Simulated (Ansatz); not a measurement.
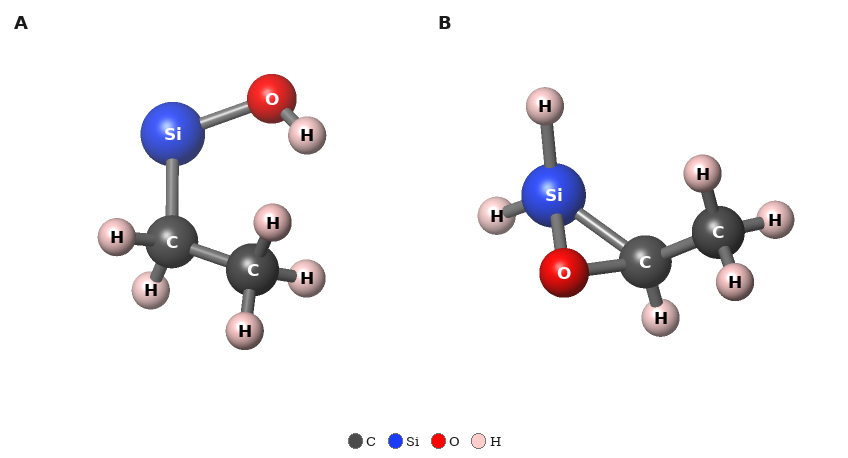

2 stationary structures of one formula. Geometries: PBE-D4/def2-SVP. Electronic energies: PBE-D4/def2-SVP (Ansatz 0.2.0), without zero-point energy. No frequency run is at hand to confirm each as a minimum. Each is one conformer, not always the lowest.

**How are they related?**

They are constitutional isomers of C2H6OSi: A `CC[Si]O`, B `C[C@H]1O[SiH2]1`.

**Which is lowest in energy, and by how much?**

A is lowest; B lies 67.2 kJ/mol above it.
